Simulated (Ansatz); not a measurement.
## SiH4O (silanol): the energy, rung by rung

The species is SiH4O (6 atoms), meant as a singlet with charge 0. As SMILES, `O[SiH3]`. The shape is that of a PBE0-D4/def2-TZVP optimisation.

| atom | x (Å) | y (Å) | z (Å) |
| --- | --- | --- | --- |
| O | 0.6367 | -1.0303 | 0.4190 |
| Si | -0.0357 | 0.3465 | -0.1870 |
| H | 0.0691 | -1.6292 | 0.9047 |
| H | -1.1283 | 0.0457 | -1.1528 |
| H | 1.0605 | 1.0649 | -0.8756 |
| H | -0.6023 | 1.2024 | 0.8917 |

Quantity: the energy change with the Si2–H5 bond stretched from 1.481 to 2.221 Å, in eV. The values are calculated.

```csv
level,kind,program,value (eV),less FCI/STO-3G,CPU time (all runs)
BLYP/STO-3G (restricted),GGA,Ansatz,2.89,-0.11,1.8 s
PBE/STO-3G (restricted),GGA,Ansatz,2.96,-0.04,1.9 s
revPBE/STO-3G (restricted),GGA,Ansatz,2.92,-0.08,1.8 s
B3LYP/STO-3G (restricted),global hybrid,Ansatz,3.20,+0.20,1.8 s
PBE0/STO-3G (restricted),global hybrid,Ansatz,3.33,+0.33,1.8 s
BCCD(T)/STO-3G (restricted),coupled cluster or CI,Ansatz,3.01,+0.01,0.28 s
CCSDT(Q)/STO-3G (restricted),coupled cluster or CI,Ansatz,3.00,0.00,0.43 s
CCSDTQ/STO-3G (restricted),coupled cluster or CI,Ansatz,3.00,0.00,6.8 s
FCI/STO-3G,exact in the basis,Ansatz,3.00,0.00,5.5 s
```

FCI/STO-3G is exact within its basis and frozen core, so for wave-function methods in that basis the difference is their error; functionals converge differently with the basis, so for them it is only a difference. The first shape isn't each level's own minimum. The values span 2.89 to 3.33 eV. All rows use very small basis sets, so none should be taken for the real molecule's value. In so small a basis fixed costs decide the times, and correlated methods can beat functionals. CPU times are rough (shared hosts, several kinds of processor and program).

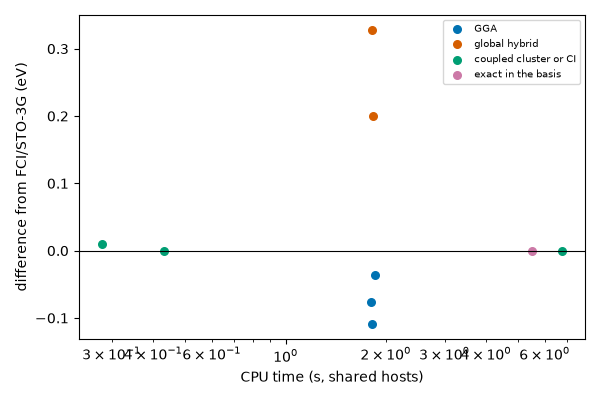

Difference from FCI/STO-3G against processor time, one point a level.
